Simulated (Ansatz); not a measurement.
These are PBE (plane waves to 420 eV, PAW; Ansatz, an electronic-structure program) values and carry that method's errors.

Host crystal: monoclinic HfO2, with a band gap (PBE, scalar-relativistic without spin-orbit coupling).

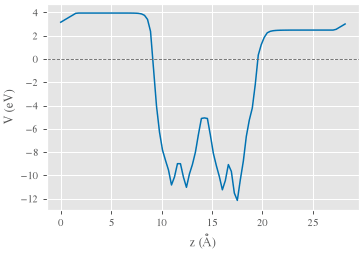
Figure: Plane-averaged electrostatic potential energy along the normal, in eV from the highest filled level, for H on the 1x1 (100) surface of monoclinic HfO2 (cut with top plane 2 O), one in a 1x1 cell, started at the site 'bridge O-O (span 5.3 Å)'

Model: 25-atom slab, 9.3 Å thick at the start under the adsorbate (thin: gaps and levels are the slab's own), 4x4x1 mesh, Fermi-Dirac 0.01 eV, dipole correction, 12 atoms held, the rest relaxed; no symmetry held; spin-polarised, no spin-orbit, no U, no dispersion correction. The starting moment vanished. At the end it is bonded to O. In PBE it is, or lies within 0.03 eV of, the lowest of the starts that converged.

**Question.** The surface cell has an area of 27.90 Å². What dipole along the normal does the step between the two vacuum levels imply?

**Answer.** the top vacuum level lies 1.46 eV below the bottom one; p = −ε₀ A ΔV (ε₀ = 0.005526 e/(V·Å)) gives 0.23 e·Å a cell.
